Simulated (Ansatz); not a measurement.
# Mg2BeN2: complex band structure, part 4 of 4

Aim: relax a made-up compound, Mg2BeN2, and see how good a tunnel barrier it would be. It is built by putting N for P, Be for Ba in the BaMg2P2 structure of space group P-3m1, with the volume rescaled by atomic radii. The parent structure comes from the Materials Project.

Ansatz 0.2.0; r2SCAN DFT, plane waves, PAW files (the session's first sound run).

So far, gap on the k-mesh (eV): step 3 (band edges, r2SCAN) 1.90; step 4 (complex bands, plane (001), k-mesh 8×8×6, r2SCAN) 1.90; step 7 (r2SCAN norm-conserving, cutoff 1520.19 eV) 1.93.

The structure was built from a prototype and need not be the compound's stable phase.

## Step 9: A repeat with changed settings: output.transmission.temperature = 150.0

This step: r2SCAN DFT, plane waves, PAW files; complex bands by layer matching along the plane's normal; changed: output.transmission.temperature = 150.0 (Ansatz 0.2.0).

This run repeats an earlier one, its twin (the complex run, plane (001)), with one setting changed (output.transmission.temperature; files written aside). It is meant to test how the leads' temperature enters. Where the input is shown as a difference, that is against the step before, not the twin.

The input, input.yaml:

```yaml
crystal:
  lattice:
    - [3.357053445, 0.0, 0.0]
    - [1.678526723, 2.907293566, 0.0]
    - [0.0, 0.0, 5.085198446]
  atoms:
    - { symbol: Be, position: [0.0, 0.0, 0.0] }
    - { symbol: Mg, position: [0.3333333333, 0.3333333333, 0.3133598873] }
    - { symbol: Mg, position: [0.6666666667, 0.6666666667, 0.6866401127] }
    - { symbol: "N", position: [0.3333333333, 0.3333333333, 0.7799519831] }
    - { symbol: "N", position: [0.6666666667, 0.6666666667, 0.2200480169] }
kpoints:
  mp_grid: { grid: [8, 8, 6] }
scf:
  occupations: { method: fixed }
hamiltonian:
  xc: r2scan
output:
  eigenvalues: true
  transmission:
    leads: [[0, 0]]
    kpoints: [[0.0, 0.0], [0.5, 0.0]]
    e_range: [-1.0, 2.9]
    de: 0.07
    temperature: 150.0
```

Run with:

```sh
ansatz run input.yaml --threads 2 --pin off --max-ram 4096MiB --backend cpu --events-out ev --progress --plain --runs-dir out
```

Numbers of over 12 decimals in the logs are rounded to 6 here.

What it wrote:

```text
[...]
Crystal: 5 atoms, lattice volume = 49.631 Å³
Basis set: ecut = 500 eV, 1267 PW (Γ), exchange–correlation on 100×100×160 points (64 copies of the dense FFT grid, shifted against one another)
Bands: 21, of which v1, the nominal top of the filled ones, is band 16 counted from 1 (15 counted from 0)
Symmetry: 12 space group operations
[...]
k-points: 50 of 384
[...]
SCF iter   1: F=—  HF=-4717.525116 eV  |F-HF|=—  |Δ(HF+E_count)|=         —  Δρ=9.32e-3  dr2=2.69e-2  dr2_τ=1.76e-1  ethr=1.77e-3  ⟨swp⟩=5.0  Hψ=4503  notcnv=0  defer=144
[...]
SCF iter   7: F=-4717.716101 eV  HF=-4717.716101 eV  |F-HF|=6.69e-9  |Δ(HF+E_count)|=   2.99e-7  Δρ=4.00e-6  dr2=8.34e-9  dr2_τ=1.62e-10  ethr=3.13e-10  ⟨swp⟩=6.2  Hψ=4182  notcnv=0
SCF 1 converged in 7 iterations: F = -4717.716101 eV  dr2 = 8.34e-9
[...]
transmission: 7 of 14 steps passed
transmission: 14 of 14 steps passed
SCF converged after 7 iterations
Free energy (F): -4717.716101 eV
[...]
Internal energy: -4717.716101 eV  (E = F + TS)
E sigma→0 (E₀):  -4717.716101 eV
Fermi energy:    8.544614 eV
[...]
--- Band table (eV; the first three rows and the last of 50) ---
  k-point 0: bands = [... 12 lower, 6.8698, 7.2010, 7.2010, 8.5446, 10.4472, 12.4509, 15.6611, 15.6611, ... 1 higher]
  k-point 1: bands = [... 12 lower, 6.8916, 7.1827, 7.1827, 7.7893, 11.0586, 12.5137, 15.6096, 15.6096, ... 1 higher]
  k-point 2: bands = [... 12 lower, 6.9480, 6.9480, 7.1332, 7.1332, 11.7860, 12.7950, 15.5147, 15.5147, ... 1 higher]
  k-point 49: bands = [... 12 lower, 4.0749, 4.6546, 7.6621, 7.7150, 13.6386, 14.4547, 15.3281, 15.4499, ... 1 higher]
--- Transmission ---
  basis      : 109 plane waves across, 7 finite elements along
  points     : 2, as listed
[...]
crystal 0  : Be1N2Mg2, at the sites [0, 0], period 5.0852 Å: whole cells are its period
[...]
channels       : 0.000000e0 a spin
[...]
slowest decay  : 0.1434 /Å at (0.0000, 0.0000)
```

Elapsed: 2.9 s, on 2 threads of AMD EPYC 9R45, shared host; peak memory 0.49 GiB.

Numbers from this step:

* free energy: -4717.7161 eV
* Fermi energy: 8.545 eV
* gap on the k-mesh: 1.903 eV
* level to which the leads are filled: 0.9513 eV from the Fermi level
* decay constant at the filling level, zone centre: 0.1434 Å⁻¹
* decay constant at the filling level, slowest listed point: 0.1434 Å⁻¹

K parallel (0, 0); values up to 1.5 1/Å, a degenerate pair printed once or twice; energies at which all values exceed this have no row. The Im kz of the slowest decaying states by energy, zero at the highest filled level on the SCF mesh:

```
energy (eV)  decay 1 (Å⁻¹)  decay 2 (Å⁻¹)  decay 3 (Å⁻¹)
      -1.00          0.929           1.15              -
      -0.79          0.983           1.14              -
      -0.58           1.02           1.12              -
      -0.30           1.05           1.10              -
      -0.09           1.06           1.09              -
      -0.02           1.06           1.08              -
       0.12         0.0683           1.07           1.07
       0.33          0.107           1.06           1.08
       0.61          0.132           1.04           1.08
       0.82          0.141           1.02           1.08
       1.03          0.143           1.01           1.08
       1.24          0.138          0.989           1.08
       1.52          0.118          0.965           1.07
       1.73         0.0852          0.946           1.06
       1.94          0.926           1.06              -
       2.15          0.905           1.05              -
       2.43          0.873           1.04              -
       2.64          0.846           1.03              -
       2.85          0.814           1.02              -
```

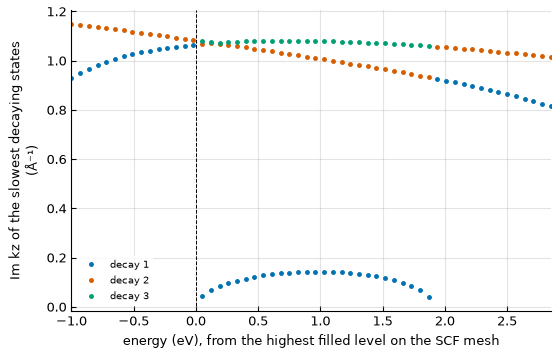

Im kz of the slowest decaying states against energy.

K parallel (0, 0). Table of Re kz of states that move upwards, channel 1 by energy, zero at the highest filled level on the SCF mesh:

| energy (eV) | Re kz of states that move upwards, channel 1 (Å⁻¹) |
| --- | --- |
| -1.00 | -0.247 |
| -0.79 | -0.212 |
| -0.58 | -0.175 |
| -0.30 | -0.119 |
| -0.09 | -0.0619 |
| -0.02 | -0.0284 |
| 0.12 | - |
| 0.33 | - |
| 0.61 | - |
| 0.82 | - |
| 1.03 | - |
| 1.24 | - |
| 1.52 | - |
| 1.73 | - |
| 1.94 | 0.0428 |
| 2.15 | 0.117 |
| 2.43 | 0.186 |
| 2.64 | 0.236 |
| 2.85 | 0.287 |

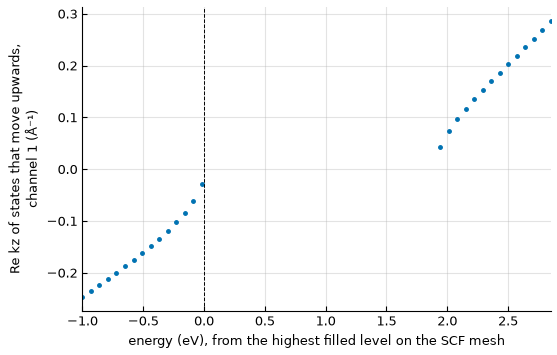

Re kz of states that move upwards, channel 1 against energy.

K parallel (0.5, 0); values up to 1.5 1/Å, a degenerate pair printed once or twice; energies at which all values exceed this have no row. Table of Im kz of the slowest decaying states by energy, zero at the highest filled level on the SCF mesh:

```csv
energy (eV),decay 1 (Å⁻¹),decay 2 (Å⁻¹),decay 3 (Å⁻¹)
-1.00,0.196,0.230,1.10
-0.79,0.241,0.333,1.08
-0.58,0.273,0.398,1.07
-0.30,0.303,0.460,1.04
-0.09,0.320,0.495,1.03
-0.02,0.325,0.505,1.02
0.12,0.333,0.523,1.01
0.33,0.343,0.547,0.991
0.61,0.351,0.571,0.967
0.82,0.355,0.586,0.948
1.03,0.356,0.598,0.929
1.24,0.355,0.608,0.909
1.52,0.351,0.619,0.883
1.73,0.345,0.624,0.862
1.94,0.337,0.629,0.840
2.15,0.327,0.631,0.818
2.43,0.309,0.633,0.787
2.64,0.292,0.633,0.762
2.85,0.271,0.631,0.736
```

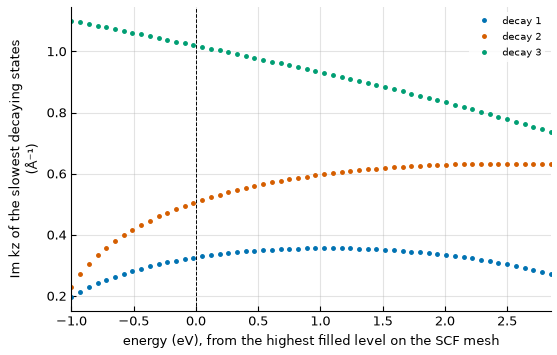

Im kz of the slowest decaying states, plotted against energy.

The temperature enters the conductance and not T(E) itself. No conductance was computed here for it to change.

## Step 10: Results

```json
{
 "band gap": "1.90 eV",
 "least decay constant at mid-gap, normal to (001)": "0.143 Å⁻¹",
 "least decay constant at mid-gap, normal to (100)": "0.203 Å⁻¹",
 "least decay constant on a mesh, normal to (001)": "0.143 Å⁻¹",
 "least decay constant, norm-conserving files": "0.145 Å⁻¹"
}
```

What this shows: With r2SCAN, the slowest decay at the wavevectors tried is κ = 0.143 Å⁻¹, normal to (001). Through such a film the transmission near mid-gap falls as exp(−2κd), a factor of ten every 8.0 Å. The decay depends on direction: 1.4 times faster normal to (100). A free electron under a barrier of half the gap would need a mass of 0.082 mₑ to decay at this rate. With norm-conserving files the gap goes from 1.90 to 1.93 eV and the decay constant, over the first 2 listed wavevectors, from 0.143 to 0.145 Å⁻¹. The compound is made up by substitution; its stability against other phases and against distortions of the cell's symmetry was not tested. r2SCAN still narrows gaps, if less than LDA and GGA do, so real decay constants are likely larger.

[Logs are printed without paths, hosts, clocks, repeated set-up lines and the standing remarks that a program may print on its own settings, such as how far it seeks lower states.]

[Hosts, paths, dates, database ids (printed as entryN), source tags and the programs' standing remarks are cut or masked in the printed files.]

[New means built here by substitution; the compound itself may be known and measured.]
